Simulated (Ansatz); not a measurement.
## AlPN2H8O: frequency calculation

The run: frequency calculation of AlPN2H8O. Method and program: RKS B3LYP/6-31G* (Ansatz 0.2.0).

It belongs to a series of runs on one base structure; here: vibrations at the highest image of the band. Figures and captions count atoms from 1; the log counts them from 0 in places.

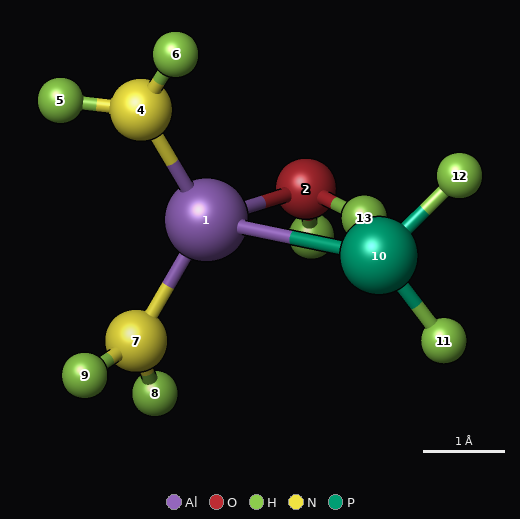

Fig. 1: The structure (ball-and-stick view, seen at a tilt; atoms are numbered from 1 in the order of the input). Sticks mark near contacts.

**Input**
```yaml
crystal:
  periodic: [false, false, false]
  atoms:
    - { symbol: Al, position_ang: [0.112987, 0.243066, -0.104959] }
    - { symbol: O, position_ang: [0.204985, -0.035973, 1.732574] }
    - { symbol: H, position_ang: [-0.58352, -0.362977, 2.19887] }
    - { symbol: "N", position_ang: [1.567776, -0.128104, -1.063202] }
    - { symbol: H, position_ang: [1.569639, -0.805976, -1.814894] }
    - { symbol: H, position_ang: [2.45035, 0.364102, -1.026635] }
    - { symbol: "N", position_ang: [-1.528312, -0.134985, -0.711225] }
    - { symbol: H, position_ang: [-2.350286, -0.311733, -0.147896] }
    - { symbol: H, position_ang: [-1.805078, 0.053324, -1.667316] }
    - { symbol: P, position_ang: [0.333788, 2.71256, 0.636501] }
    - { symbol: H, position_ang: [-0.732001, 3.207064, 1.430762] }
    - { symbol: H, position_ang: [1.402471, 3.09129, 1.489729] }
    - { symbol: H, position_ang: [0.226002, 1.219742, 1.64429] }
basis:
  gaussian: { orbitals: "6-31G*" }
hamiltonian:
  xc: b3lyp
phonons: {}
```

Machine: 2 threads of Arm Neoverse V2, 24 GiB of memory available, shared host.

Command:
```bash
ansatz run input.yaml --threads 2 --pin off --max-ram 3072MiB --backend cpu --events-out ev --progress --plain --runs-dir out
```

**What the program printed**
```
Engine: ansatz 0.2.0, aarch64-unknown-linux-gnu
Functional definition: B3LYP
  parameter a0 = 0.2
  parameter ax = 0.72
  parameter ac = 0.81
  exchange = (1 - a0 - ax)*slater_x + ax*b88_x + a0*exact_x
  correlation = (1 - ac)*vwn_rpa_c + ac*lyp_c
1071 factors; integrals over basis functions are off by at most 7.6e-4 eV
mean field evaluation 1: about -21028.4887 eV, gradient 9.3e1 eV
mean field evaluation 2: about -20996.3738 eV, gradient 1.5e2 eV
mean field evaluation 4: about -21044.6318 eV, gradient 7.3e0 eV
mean field evaluation 8: about -21044.8055 eV, gradient 4.9e-1 eV
mean field evaluation 16: about -21044.8060 eV, gradient 6.4e-5 eV
mean field -21044.80601533 eV, -773.3823563814 hartree, gradient 6.4e-5 eV, S^2 0.000000; 0 other end points of the search recorded, 0 dependent functions left out
the calculation of the forces begins
reference -21044.80630354 eV, -773.3823669729 hartree; 29, 29 occupied and 70, 70 virtual orbitals, 1071 factors
these checks for a lower state are left out or cut short: stability, starts, cluster_reference, orbital_swaps, neighbouring_geometries, increment
1071 factors; integrals over basis functions are off by at most 7.6e-4 eV
mean field -21044.80593218 eV, -773.3823533259 hartree, gradient 1.7e-6 eV, S^2 0.000000; 0 other end points of the search recorded, 0 dependent functions left out
[... from here on the field's lines of each further geometry are left out, up to the last ...]
the calculation of the forces begins
reference -21044.80630280 eV, -773.3823669458 hartree; 29, 29 occupied and 70, 70 virtual orbitals, 1071 factors
these checks for a lower state are left out or cut short: stability, starts, cluster_reference, orbital_swaps, neighbouring_geometries, increment
1071 factors; integrals over basis functions are off by at most 7.6e-4 eV
mean field evaluation 480: about -21044.7929 eV, gradient 1.1e-1 eV
mean field -21044.80598772 eV, -773.3823553670 hartree, gradient 2.5e-6 eV, S^2 0.000000; 0 other end points of the search recorded, 0 dependent functions left out
the calculation of the forces begins
reference -21044.80627594 eV, -773.3823659588 hartree; 29, 29 occupied and 70, 70 virtual orbitals, 1071 factors
WARN: phonons: modes at or below zero, which the zero-point energy, F, S and C_V leave out: 2, the lowest at -1144.88 cm⁻¹. A minimum has none, and a first-order saddle one
Total energy: -21044.80630354 eV, -773.3823669729 hartree
Atom 0 at     0.112987     0.243066    -0.104959 Å, force     0.015542     0.011308     0.011023 eV/Å
Atom 1 at     0.204985    -0.035973     1.732574 Å, force    -0.003444     0.000257     0.006329 eV/Å
Atom 2 at    -0.583520    -0.362977     2.198870 Å, force    -0.004552    -0.000084    -0.006085 eV/Å
Atom 3 at     1.567776    -0.128104    -1.063202 Å, force    -0.020643     0.002068    -0.010346 eV/Å
Atom 4 at     1.569639    -0.805976    -1.814894 Å, force     0.017022    -0.002533     0.005112 eV/Å
Atom 5 at     2.450350     0.364102    -1.026635 Å, force    -0.000192     0.000017    -0.006426 eV/Å
Atom 6 at    -1.528312    -0.134985    -0.711225 Å, force     0.009398    -0.002642     0.002785 eV/Å
Atom 7 at    -2.350286    -0.311733    -0.147896 Å, force    -0.008125     0.002431    -0.005371 eV/Å
Atom 8 at    -1.805078     0.053324    -1.667316 Å, force    -0.009636    -0.003444     0.000485 eV/Å
Atom 9 at     0.333788     2.712560     0.636501 Å, force     0.001402    -0.000017     0.002898 eV/Å
Atom 10 at    -0.732001     3.207064     1.430762 Å, force     0.000559     0.000017    -0.003231 eV/Å
Atom 11 at     1.402471     3.091290     1.489729 Å, force    -0.001988    -0.002763    -0.002549 eV/Å
Atom 12 at     0.226002     1.219742     1.644290 Å, force     0.004656    -0.004616     0.005377 eV/Å
Dipole moment:    -0.331001    -0.215278     0.200539 e Å
Vibrations: -1144.88 -57.12 107.29 148.25 183.93 211.30 217.28 243.25 252.03 273.92 325.86 332.43 400.69 436.31 542.06 600.71 652.86 691.36 729.27 786.23 887.83 1116.98 1193.05 1472.83 1605.10 1617.12 2426.83 2448.47 3569.87 3578.90 3656.17 3669.26 3739.35 cm⁻¹, zero-point energy 2.362941 eV
```

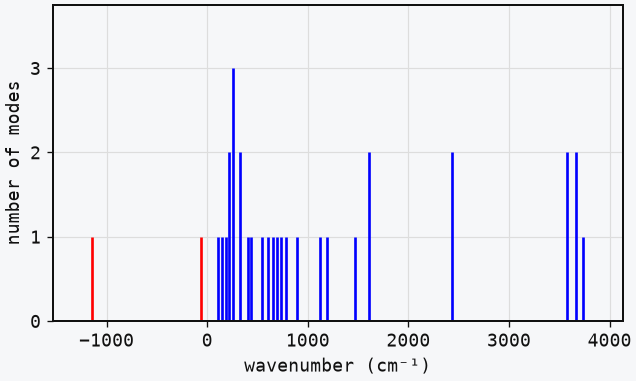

Fig. 2: Harmonic vibrational wavenumbers from the force constants; neighbouring modes closer than 22 cm⁻¹ are counted in one stick, and imaginary ones are drawn at negative wavenumbers. 33 modes from 1145i to 3739 cm⁻¹, 2 imaginary beyond 8i (1145i, 57i cm⁻¹): not a minimum.

**Summary**

```json
{"quantity": "outcome", "value": "converged"}
{"quantity": "total energy", "value": "−21044.8063 eV"}
{"quantity": "mean-field energy", "value": "−21044.8063 eV"}
{"quantity": "largest force (length of the vector)", "value": "0.023 eV/Å"}
{"quantity": "wall time", "value": "2.4 min (CPU time 4.6 min)"}
{"quantity": "peak memory", "value": "0.22 GiB"}
```
